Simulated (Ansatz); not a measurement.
# F2H3NSi + HCl: a complex and its separated parts

Aim: how far the complex at one end of a reaction step lies below its separated, relaxed parts, level by level.

Program: Ansatz 0.2.0, Gaussian basis. Level of theory: PBE0-D4/def2-TZVP structures, single points in def2-TZVPP, no counterpoise correction. These are calculated values, not measurements.

Levels: SPW92, PBE-D4, BLYP-D4, r2SCAN-D4, B97M-V, PBE0-D4, B3LYP-D4, r2SCAN0-D4, BHLYP-D4, CAM-B3LYP-D4, wB97X-V, wB97M-V, B2PLYP, PBE-QIDH, RPA on PBE, Hartree-Fock, MP2, CCSD, CCSD(T).

Cores are frozen in the correlated methods. B3LYP uses VWN-RPA correlation. B2PLYP carries no dispersion term here.

94 further runs of the same task are left out: 94 set aside as unsound or not needed.

### 1 Where the work starts

The complex: 9 atoms, charge 0, spin multiplicity 1.

Atoms are counted from 1 here; the program's logs count them from 0.

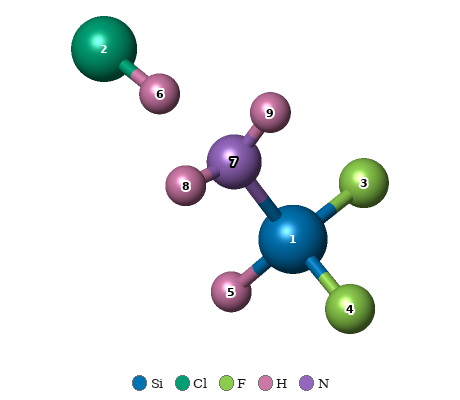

As it starts; silicon blue, chlorine teal, fluorine green, hydrogen pink, nitrogen purple; atoms are numbered from 1 in the order of the file.

Geometry (Å):

```xyz
9

Si   -1.0900    0.1141   -0.3332
Cl    2.9028   -0.4515   -0.9069
F    -1.2971   -1.3769   -0.8139
F    -2.4550    0.5681    0.3340
H    -0.8157    1.0134   -1.4590
H     1.7943   -0.2701   -0.2312
N     0.2231    0.0881    0.7637
H     0.4986    0.9632    1.1893
H     0.2391   -0.6485    1.4572
```

Its parts: F2H3NSi holds atoms 1, 3, 4, 5, 7, 8, 9; HCl holds atoms 2, 6. Each part counts its atoms afresh in its own runs.

### 2 Relaxing F2H3NSi alone

File relax-a/in.yaml:

```yaml
crystal:
  periodic: [false, false, false]
  atoms:
    - {symbol: Si, position_ang: [-1.090024, 0.114142, -0.333202]}
    - {symbol: F, position_ang: [-1.297088, -1.376937, -0.813936]}
    - {symbol: F, position_ang: [-2.455019, 0.568090, 0.334049]}
    - {symbol: H, position_ang: [-0.815688, 1.013395, -1.458988]}
    - {symbol: N, position_ang: [0.223092, 0.088145, 0.763722]}
    - {symbol: H, position_ang: [0.498588, 0.963236, 1.189291]}
    - {symbol: H, position_ang: [0.239136, -0.648550, 1.457198]}
basis:
  gaussian: {orbitals: def2-TZVP}
hamiltonian: {xc: pbe0, dispersion: d4}
relax: {f_tol: 0.005, max_steps: 200}
```

Run with:

```
$ ansatz run in.yaml --threads 4 --pin off --events-out ev --progress --plain --max-ram 9574MiB
```

What it wrote, shortened:

```text
Functional definition: PBE0
  name "PBE0"
  cite "Adamo & Barone, J. Chem. Phys. 110, 6158 (1999) doi:10.1063/1.478522"
  cite "Perdew, Burke & Ernzerhof, Phys. Rev. Lett. 77, 3865 (1996) doi:10.1103/PhysRevLett.77.3865"
  parent pbe
[...]
867 factors; their error is unknown
[...]
mean field -14848.04639535 eV, -545.6556406619 hartree, gradient 3.4e-5 eV, S^2 0.000000; 0 other end points of the search recorded, 0 dependent functions left out
[...]
reference -14848.04641995 eV, -545.6556415658 hartree; 21, 21 occupied and 127, 127 virtual orbitals, 867 factors
[...]
Total energy: -14848.16340880 eV, -545.6599408268 hartree
Atom 0 at    -1.100261     0.113430    -0.307619 Å, force     0.001823    -0.001017     0.001666 eV/Å
Atom 1 at    -1.294023    -1.366272    -0.845264 Å, force    -0.001299     0.000189    -0.000140 eV/Å
Atom 2 at    -2.522349     0.517247     0.279164 Å, force    -0.001579    -0.000927     0.000046 eV/Å
Atom 3 at    -0.806787     1.047460    -1.403951 Å, force     0.001214     0.000828    -0.000232 eV/Å
Atom 4 at     0.149123     0.097572     0.821156 Å, force    -0.001945     0.000273    -0.004448 eV/Å
Atom 5 at     0.631202     0.940579     1.083219 Å, force     0.001400     0.001494     0.000976 eV/Å
Atom 6 at     0.246091    -0.628495     1.511430 Å, force     0.000387    -0.000840     0.002131 eV/Å
Dipole moment:     0.416063     0.207986     0.264129 e Å
```

Wall time 22 s (4 threads of Arm Neoverse N1, shared host).

Relaxation path:

```tsv
step	energy from step 1 (eV)	largest force component (eV/Å)
1	0.0000	0.7045
2	-0.0098	0.4466
3	-0.0203	0.1957
4	-0.0217	0.1313
5	-0.0232	0.1453
6	-0.0244	0.2054
7	-0.0253	0.0440
8	-0.0251	0.0539
9	-0.0253	0.0044
```

Close pairs (by a distance rule), those that changed most:

```tsv
bond	before (Å)	after (Å)	change (Å)
Si1–N5	1.711	1.684	-0.027
Si1–F2	1.580	1.586	+0.006
N5–H6	1.011	1.006	-0.005
N5–H7	1.012	1.007	-0.005
Si1–F3	1.586	1.591	+0.005
Si1–H4	1.467	1.470	+0.003
```

### 3 Relaxing HCl alone

File relax-b/in.yaml:

```yaml
crystal:
  periodic: [false, false, false]
  atoms:
    - {symbol: Cl, position_ang: [2.902750, -0.451468, -0.906934]}
    - {symbol: H, position_ang: [1.794254, -0.270053, -0.231199]}
basis:
  gaussian: {orbitals: def2-TZVP}
hamiltonian: {xc: pbe0, dispersion: d4}
relax: {f_tol: 0.005, max_steps: 200}
```

Run with:

```
$ ansatz run in.yaml --threads 4 --pin off --events-out ev --progress --plain --max-ram 9574MiB
```

What it wrote, shortened:

```text
[... 5 set-up lines as earlier in the session ...]
[...]
312 factors; their error is unknown
[...]
mean field -12535.30081789 eV, -460.6638083254 hartree, gradient 4.3e-5 eV, S^2 0.000000; 0 other end points of the search recorded, 0 dependent functions left out
[...]
reference -12535.31647365 eV, -460.6643836638 hartree; 9, 9 occupied and 34, 34 virtual orbitals, 312 factors
Total energy: -12535.32105160 eV, -460.6645519006 hartree
Atom 0 at     2.889259    -0.449260    -0.898710 Å, force    -0.001637     0.000268     0.000998 eV/Å
Atom 1 at     1.807745    -0.272261    -0.239423 Å, force     0.001637    -0.000268    -0.000998 eV/Å
Dipole moment:    -0.222088     0.036347     0.135384 e Å
```

Wall time 1 s (4 threads of Arm Neoverse N1, shared host).

The steps of the relaxation:

```tsv
step	energy from step 1 (eV)	largest force component (eV/Å)
1	0.0000	0.8027
2	-0.0132	0.3290
3	-0.0156	0.0179
4	-0.0156	0.0016
```

The bond:

```tsv
bond	before (Å)	after (Å)	change (Å)
Cl1–H2	1.311	1.279	-0.032
```

### 4 SPW92/def2-TZVPP

File parta/in.yaml:

```yaml
crystal:
  periodic: [false, false, false]
  atoms:
    - {symbol: Si, position_ang: [-1.100261, 0.113430, -0.307619]}
    - {symbol: F, position_ang: [-1.294023, -1.366272, -0.845264]}
    - {symbol: F, position_ang: [-2.522349, 0.517247, 0.279164]}
    - {symbol: H, position_ang: [-0.806787, 1.047460, -1.403951]}
    - {symbol: N, position_ang: [0.149123, 0.097572, 0.821156]}
    - {symbol: H, position_ang: [0.631202, 0.940579, 1.083219]}
    - {symbol: H, position_ang: [0.246091, -0.628495, 1.511430]}
basis:
  gaussian: {orbitals: def2-TZVPP}
hamiltonian: {xc: lda}
```

File partb/in.yaml:

```yaml
crystal:
  periodic: [false, false, false]
  atoms:
    - {symbol: Cl, position_ang: [2.889259, -0.449260, -0.898710]}
    - {symbol: H, position_ang: [1.807745, -0.272261, -0.239423]}
basis:
  gaussian: {orbitals: def2-TZVPP}
hamiltonian: {xc: lda}
```

Each run has its own folder and the same command.

Run with:

```
$ ansatz run in.yaml --threads 4 --pin off --events-out ev --progress --plain --max-ram 9574MiB
```

parta printed, shortened:

```text
Functional definition: SPW92
  name "SPW92"
  cite "Dirac, Proc. Camb. Phil. Soc. 26, 376 (1930) doi:10.1017/S0305004100016108"
  cite "Slater, Phys. Rev. 81, 385 (1951) doi:10.1103/PhysRev.81.385"
  cite "Perdew & Wang, Phys. Rev. B 45, 13244 (1992) doi:10.1103/PhysRevB.45.13244"
[...]
932 factors; their error is unknown
[...]
mean field -14779.80621792 eV, -543.1478603960 hartree, gradient 5.1e-5 eV, S^2 0.000000; 0 other end points of the search recorded, 0 dependent functions left out
reference -14779.80624965 eV, -543.1478615620 hartree; 21, 21 occupied and 156, 156 virtual orbitals, 932 factors
Total energy: -14779.80624965 eV, -543.1478615620 hartree
```

Output in partb, shortened:

```text
[... 5 set-up lines as earlier in the session ...]
[...]
353 factors; their error is unknown
[...]
mean field -12498.56390493 eV, -459.3137516754 hartree, gradient 5.7e-5 eV, S^2 0.000000; 0 other end points of the search recorded, 0 dependent functions left out
reference -12498.56392434 eV, -459.3137523887 hartree; 9, 9 occupied and 47, 47 virtual orbitals, 353 factors
Total energy: -12498.56392434 eV, -459.3137523887 hartree
```

Wall times: 0.9 s (parta), 0.2 s (partb) on 4 threads of Arm Neoverse N1, shared host.

### 5 PBE-D4/def2-TZVPP

The same edit goes into each in.yaml of step 4 (parta, partb):

```diff
-hamiltonian: {xc: lda}
+hamiltonian: {xc: pbe, dispersion: d4}
```

One command serves all of them, each in its own folder.

Run with:

```
$ ansatz run in.yaml --threads 4 --pin off --events-out ev --progress --plain --max-ram 9574MiB
```

parta printed, shortened:

```text
Functional definition: PBE
  name "PBE"
[... 2 set-up lines as earlier in the session ...]
[...]
932 factors; their error is unknown
[...]
mean field -14847.20012926 eV, -545.6245409565 hartree, gradient 6.1e-5 eV, S^2 0.000000; 0 other end points of the search recorded, 0 dependent functions left out
reference -14847.20016348 eV, -545.6245422141 hartree; 21, 21 occupied and 156, 156 virtual orbitals, 932 factors
Total energy: -14847.31100897 eV, -545.6286157106 hartree
```

partb printed, shortened:

```text
[... 4 set-up lines as earlier in the session ...]
[...]
353 factors; their error is unknown
[...]
mean field -12534.30965113 eV, -460.6273836188 hartree, gradient 8.1e-5 eV, S^2 0.000000; 0 other end points of the search recorded, 0 dependent functions left out
reference -12534.30967204 eV, -460.6273843872 hartree; 9, 9 occupied and 47, 47 virtual orbitals, 353 factors
Total energy: -12534.31533326 eV, -460.6275924333 hartree
```

Times: 1.4 s (parta), 0.25 s (partb) on 4 threads of Arm Neoverse N1, shared host.

### 6 BLYP-D4/def2-TZVPP

The same edit goes into each in.yaml of step 5 (parta, partb):

```diff
-hamiltonian: {xc: pbe, dispersion: d4}
+hamiltonian: {xc: {name: BLYP}, dispersion: d4}
```

One command serves all of them, each in its own folder.

Run with:

```
$ ansatz run in.yaml --threads 4 --pin off --events-out ev --progress --plain --max-ram 9574MiB
```

parta printed, shortened:

```text
Functional definition: BLYP
  name "BLYP"
  cite "Becke, Phys. Rev. A 38, 3098 (1988) doi:10.1103/PhysRevA.38.3098"
  cite "Lee, Yang & Parr, Phys. Rev. B 37, 785 (1988) doi:10.1103/PhysRevB.37.785"
[...]
932 factors; their error is unknown
[...]
mean field -14857.41452579 eV, -545.9999131055 hartree, gradient 7.6e-5 eV, S^2 0.000000; 0 other end points of the search recorded, 0 dependent functions left out
reference -14857.41481682 eV, -545.9999238007 hartree; 21, 21 occupied and 156, 156 virtual orbitals, 932 factors
Total energy: -14857.66687721 eV, -546.0091868493 hartree
```

partb printed, shortened:

```text
[... 4 set-up lines as earlier in the session ...]
[...]
353 factors; their error is unknown
[...]
mean field -12539.38863185 eV, -460.8140327175 hartree, gradient 4.5e-5 eV, S^2 0.000000; 0 other end points of the search recorded, 0 dependent functions left out
reference -12539.38883617 eV, -460.8140402263 hartree; 9, 9 occupied and 47, 47 virtual orbitals, 353 factors
Total energy: -12539.40232546 eV, -460.8145359485 hartree
```

Times: 1.6 s (parta), 0.25 s (partb) on 4 threads of Arm Neoverse N1, shared host.

### 7 r2SCAN-D4/def2-TZVPP

The same edit goes into each in.yaml of step 6 (parta, partb):

```diff
-hamiltonian: {xc: {name: BLYP}, dispersion: d4}
+hamiltonian: {xc: r2scan, dispersion: d4}
```

One command serves all of them, each in its own folder.

Run with:

```
$ ansatz run in.yaml --threads 4 --pin off --events-out ev --progress --plain --max-ram 9574MiB
```

parta printed, shortened:

```text
Functional definition: r2SCAN
  name "r2SCAN"
  cite "Furness, Kaplan, Ning, Perdew & Sun, J. Phys. Chem. Lett. 11, 8208 (2020) doi:10.1021/acs.jpclett.0c02405"
  cite "Furness, Kaplan, Ning, Perdew & Sun, J. Phys. Chem. Lett. 11, 9248 (2020) doi:10.1021/acs.jpclett.0c03077"
  parent r2scan
[...]
932 factors; their error is unknown
[...]
mean field -14854.71240020 eV, -545.9006118216 hartree, gradient 2.7e-5 eV, S^2 0.000000; 0 other end points of the search recorded, 0 dependent functions left out
reference -14854.71240959 eV, -545.9006121669 hartree; 21, 21 occupied and 156, 156 virtual orbitals, 932 factors
Total energy: -14854.73785971 eV, -545.9015474412 hartree
```

partb printed, shortened:

```text
[... 5 set-up lines as earlier in the session ...]
[...]
353 factors; their error is unknown
[...]
mean field -12538.62224971 eV, -460.7858686935 hartree, gradient 3.1e-5 eV, S^2 0.000000; 0 other end points of the search recorded, 0 dependent functions left out
reference -12538.62225504 eV, -460.7858688893 hartree; 9, 9 occupied and 47, 47 virtual orbitals, 353 factors
Total energy: -12538.62352100 eV, -460.7859154126 hartree
```

Wall times: 3.2 s (parta), 0.75 s (partb) on 4 threads of Arm Neoverse N1, shared host.

### 8 B97M-V/def2-TZVPP

The same edit goes into each in.yaml of step 7 (parta, partb):

```diff
-hamiltonian: {xc: r2scan, dispersion: d4}
+hamiltonian: {xc: {name: B97M-V}}
```

One command serves all of them, each in its own folder.

Run with:

```
$ ansatz run in.yaml --threads 4 --pin off --events-out ev --progress --plain --max-ram 9574MiB
```

parta printed, shortened:

```text
Functional definition: B97M-V
  name "B97M-V"
  cite "Mardirossian & Head-Gordon, J. Chem. Phys. 142, 074111 (2015) doi:10.1063/1.4907719"
  cite "Becke, J. Chem. Phys. 107, 8554 (1997) doi:10.1063/1.475007"
  cite "Vydrov & Van Voorhis, J. Chem. Phys. 133, 244103 (2010) doi:10.1063/1.3521275"
  # Of w^i u^j: cxij and so on, Table III.
[...]
  gx(w, u) = cx00 + cx01*u + cx02*u^2 + (cx10 + cx11*u)*w
[...]
  gos(w, u) = cos00 + cos01*u + cos03*u^3 + cos10*w + cos32*w^3*u^2
[...]
      + integral(e_c_pw_mod_opposite_spin*gos(b97_w_opposite, b97_u_opposite)) + vv10(b, c)
932 factors; their error is unknown
[...]
mean field -14854.18016806 eV, -545.8810526514 hartree, gradient 3.2e-5 eV, S^2 0.000000; 0 other end points of the search recorded, 0 dependent functions left out
reference -14854.18021730 eV, -545.8810544610 hartree; 21, 21 occupied and 156, 156 virtual orbitals, 932 factors
Total energy: -14854.18021730 eV, -545.8810544610 hartree
```

Output in partb, shortened:

```text
[... 5 set-up lines as earlier in the session ...]
  # Of w^i u^j: cxij and so on, Table III.
[...]
  gx(w, u) = cx00 + cx01*u + cx02*u^2 + (cx10 + cx11*u)*w
[...]
  gos(w, u) = cos00 + cos01*u + cos03*u^3 + cos10*w + cos32*w^3*u^2
[...]
      + integral(e_c_pw_mod_opposite_spin*gos(b97_w_opposite, b97_u_opposite)) + vv10(b, c)
353 factors; their error is unknown
[...]
mean field -12536.22646920 eV, -460.6978253835 hartree, gradient 1.2e-5 eV, S^2 0.000000; 0 other end points of the search recorded, 0 dependent functions left out
reference -12536.22649732 eV, -460.6978264172 hartree; 9, 9 occupied and 47, 47 virtual orbitals, 353 factors
Total energy: -12536.22649732 eV, -460.6978264172 hartree
```

Times: 6.5 s (parta), 0.7 s (partb) on 4 threads of Arm Neoverse N1, shared host.

### 9 PBE0-D4/def2-TZVPP

The same edit goes into each in.yaml of step 8 (parta, partb):

```diff
-hamiltonian: {xc: {name: B97M-V}}
+hamiltonian: {xc: pbe0, dispersion: d4}
+output: {orbitals: {seedname: orbitals}}
```

Each run has its own folder and the same command.

Run with:

```
$ ansatz run in.yaml --threads 4 --pin off --events-out ev --progress --plain --max-ram 9574MiB
```

Output in parta, shortened:

```text
[... 5 set-up lines as earlier in the session ...]
[...]
935 factors; their error is unknown
[...]
mean field -14848.12894261 eV, -545.6586742178 hartree, gradient 9.7e-6 eV, S^2 0.000000; 0 other end points of the search recorded, 0 dependent functions left out
reference -14848.12896748 eV, -545.6586751315 hartree; 21, 21 occupied and 156, 156 virtual orbitals, 935 factors
Total energy: -14848.22064590 eV, -545.6620442514 hartree
```

Log of partb, shortened:

```text
[... 5 set-up lines as earlier in the session ...]
[...]
384 factors; their error is unknown
[...]
mean field -12535.34597353 eV, -460.6654677644 hartree, gradient 3.6e-5 eV, S^2 0.000000; 0 other end points of the search recorded, 0 dependent functions left out
reference -12535.34598917 eV, -460.6654683394 hartree; 9, 9 occupied and 47, 47 virtual orbitals, 384 factors
Total energy: -12535.35056713 eV, -460.6656365762 hartree
```

They took 2.2 s (parta), 0.25 s (partb) on 4 threads of Arm Neoverse N1, shared host.

### 10 B3LYP-D4/def2-TZVPP

Each input of step 9 (parta, partb) changes in the same lines:

```diff
-hamiltonian: {xc: pbe0, dispersion: d4}
-output: {orbitals: {seedname: orbitals}}
+hamiltonian: {xc: {name: B3LYP}, dispersion: d4}
```

One command serves all of them, each in its own folder.

Run with:

```
$ ansatz run in.yaml --threads 4 --pin off --events-out ev --progress --plain --max-ram 9574MiB
```

Output in parta, shortened:

```text
Functional definition: B3LYP
  name "B3LYP"
  cite "Stephens, Devlin, Chabalowski & Frisch, J. Phys. Chem. 98, 11623 (1994) doi:10.1021/j100096a001"
[... 2 set-up lines as earlier in the session ...]
  cite "Vosko, Wilk & Nusair, Can. J. Phys. 58, 1200 (1980) doi:10.1139/p80-159"
[...]
935 factors; their error is unknown
[...]
mean field -14859.08862414 eV, -546.0614350852 hartree, gradient 7.2e-5 eV, S^2 0.000000; 0 other end points of the search recorded, 0 dependent functions left out
reference -14859.08883917 eV, -546.0614429872 hartree; 21, 21 occupied and 156, 156 virtual orbitals, 935 factors
Total energy: -14859.26877475 eV, -546.0680554978 hartree
```

Log of partb, shortened:

```text
[... 6 set-up lines as earlier in the session ...]
[...]
372 factors; their error is unknown
[...]
mean field -12539.99363638 eV, -460.8362662240 hartree, gradient 4.5e-5 eV, S^2 0.000000; 0 other end points of the search recorded, 0 dependent functions left out
reference -12539.99378844 eV, -460.8362718120 hartree; 9, 9 occupied and 47, 47 virtual orbitals, 372 factors
Total energy: -12540.00297515 eV, -460.8366094176 hartree
```

Times: 2 s (parta), 0.25 s (partb) on 4 threads of Arm Neoverse N1, shared host.

### 11 r2SCAN0-D4/def2-TZVPP

The same edit goes into each in.yaml of step 10 (parta, partb):

```diff
-hamiltonian: {xc: {name: B3LYP}, dispersion: d4}
+hamiltonian: {xc: {name: r2SCAN0}, dispersion: d4}
```

One command serves all of them, each in its own folder.

Run with:

```
$ ansatz run in.yaml --threads 4 --pin off --events-out ev --progress --plain --max-ram 9574MiB
```

parta printed, shortened:

```text
Functional definition: r2SCAN0
  name "r2SCAN0"
  cite "Bursch, Neugebauer, Ehlert & Grimme, J. Chem. Phys. 156, 134105 (2022) doi:10.1063/5.0086040"
[... 3 set-up lines as earlier in the session ...]
[...]
935 factors; their error is unknown
[...]
mean field -14853.72513572 eV, -545.8643305212 hartree, gradient 5.2e-5 eV, S^2 0.000000; 0 other end points of the search recorded, 0 dependent functions left out
reference -14853.72514297 eV, -545.8643307877 hartree; 21, 21 occupied and 156, 156 virtual orbitals, 935 factors
Total energy: -14853.75486628 eV, -545.8654230992 hartree
```

Log of partb, shortened:

```text
[... 6 set-up lines as earlier in the session ...]
[...]
384 factors; their error is unknown
[...]
mean field -12538.53745838 eV, -460.7827526694 hartree, gradient 4.5e-6 eV, S^2 0.000000; 0 other end points of the search recorded, 0 dependent functions left out
reference -12538.53746263 eV, -460.7827528257 hartree; 9, 9 occupied and 47, 47 virtual orbitals, 384 factors
Total energy: -12538.53891617 eV, -460.7828062422 hartree
```

Times: 3.6 s (parta), 0.75 s (partb) on 4 threads of Arm Neoverse N1, shared host.

### 12 BHLYP-D4/def2-TZVPP

Each input of step 11 (parta, partb) changes in the same lines:

```diff
-hamiltonian: {xc: {name: r2SCAN0}, dispersion: d4}
+hamiltonian: {xc: {name: BHLYP}, dispersion: d4}
```

Each run has its own folder and the same command.

Run with:

```
$ ansatz run in.yaml --threads 4 --pin off --events-out ev --progress --plain --max-ram 9574MiB
```

Log of parta, shortened:

```text
Functional definition: BHLYP
  name "BHLYP"
  cite "Becke, J. Chem. Phys. 98, 1372 (1993) doi:10.1063/1.464304"
[... 2 set-up lines as earlier in the session ...]
[...]
1006 factors; their error is unknown
[...]
mean field -14855.78705363 eV, -545.9401046066 hartree, gradient 3.2e-5 eV, S^2 0.000000; 0 other end points of the search recorded, 0 dependent functions left out
reference -14855.78719691 eV, -545.9401098724 hartree; 21, 21 occupied and 156, 156 virtual orbitals, 1006 factors
Total energy: -14855.91800392 eV, -545.9449169410 hartree
```

partb printed, shortened:

```text
[... 5 set-up lines as earlier in the session ...]
[...]
403 factors; their error is unknown
[...]
mean field -12539.47113306 eV, -460.8170645810 hartree, gradient 2.7e-5 eV, S^2 0.000000; 0 other end points of the search recorded, 0 dependent functions left out
reference -12539.47123656 eV, -460.8170683845 hartree; 9, 9 occupied and 47, 47 virtual orbitals, 403 factors
Total energy: -12539.47728303 eV, -460.8172905885 hartree
```

Times: 2.1 s (parta), 0.25 s (partb) on 4 threads of Arm Neoverse N1, shared host.

### 13 CAM-B3LYP-D4/def2-TZVPP

The same edit goes into each in.yaml of step 12 (parta, partb):

```diff
-hamiltonian: {xc: {name: BHLYP}, dispersion: d4}
+hamiltonian: {xc: {name: CAM-B3LYP}, dispersion: d4}
```

The same command starts each run, in its folder.

Run with:

```
$ ansatz run in.yaml --threads 4 --pin off --events-out ev --progress --plain --max-ram 9574MiB
```

parta printed, shortened:

```text
Functional definition: CAM-B3LYP
  name "CAM-B3LYP"
  cite "Yanai, Tew & Handy, Chem. Phys. Lett. 393, 51 (2004) doi:10.1016/j.cplett.2004.06.011"
  cite "Iikura, Tsuneda, Yanai & Hirao, J. Chem. Phys. 115, 3540 (2001) doi:10.1063/1.1383587"
[... 2 set-up lines as earlier in the session ...]
[...]
  # Exact exchange under (alpha + beta erf(omega r))/r, Becke's under what is left of 1/r.
[...]
935 factors; their error is unknown
219 factors; integrals over basis functions are off by at most 7.3e-6 eV
[...]
mean field -14856.94838555 eV, -545.9827827676 hartree, gradient 8.2e-5 eV, S^2 0.000000; 0 other end points of the search recorded, 0 dependent functions left out
reference -14856.94849002 eV, -545.9827866070 hartree; 21, 21 occupied and 156, 156 virtual orbitals, 935 factors
Total energy: -14857.04012132 eV, -545.9861539948 hartree
```

partb printed, shortened:

```text
[... 6 set-up lines as earlier in the session ...]
[...]
  # Exact exchange under (alpha + beta erf(omega r))/r, Becke's under what is left of 1/r.
[...]
372 factors; their error is unknown
66 factors; integrals over basis functions are off by at most 7.5e-5 eV
[...]
mean field -12539.88293615 eV, -460.8321980654 hartree, gradient 2.6e-5 eV, S^2 0.000000; 0 other end points of the search recorded, 0 dependent functions left out
reference -12539.88301042 eV, -460.8322007950 hartree; 9, 9 occupied and 47, 47 virtual orbitals, 372 factors
Total energy: -12539.88749210 eV, -460.8323654938 hartree
```

They took 2.2 s (parta), 0.35 s (partb) on 4 threads of Arm Neoverse N1, shared host.

[end of part 1 of 2]
